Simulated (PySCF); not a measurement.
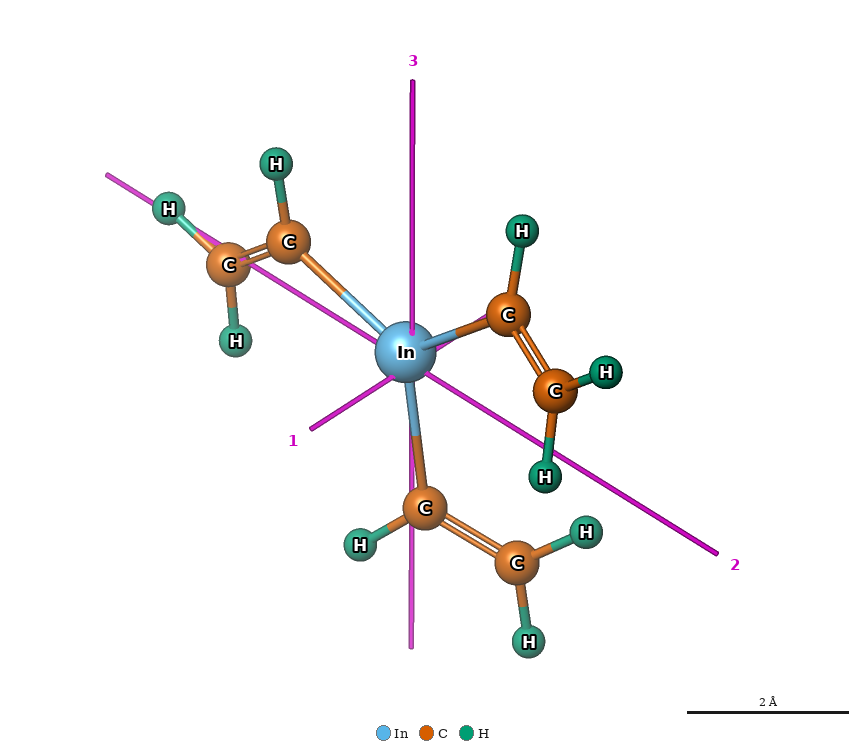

The three principal axes of inertia are drawn and numbered. Depth is shown by fading: the farther an atom, the more it takes the colour of the background. Computed geometry: PBE0-D3(BJ)/def2-SVP optimisation. No frequency run is at hand to confirm it as a minimum. Masses are those of the most abundant isotopes; constants are for the rigid equilibrium geometry.

Which line is the a axis (least moment of inertia), which b and which c?

a is line 2, b is line 3, c is line 1; the moments are 213, 400, 605 u Å².

What kind of rotor is it, and what are its rotational constants in MHz?

An asymmetric top (C1): A = 2377, B = 1262, C = 836 MHz. Ray's parameter κ is −0.45, nearer the prolate limit.
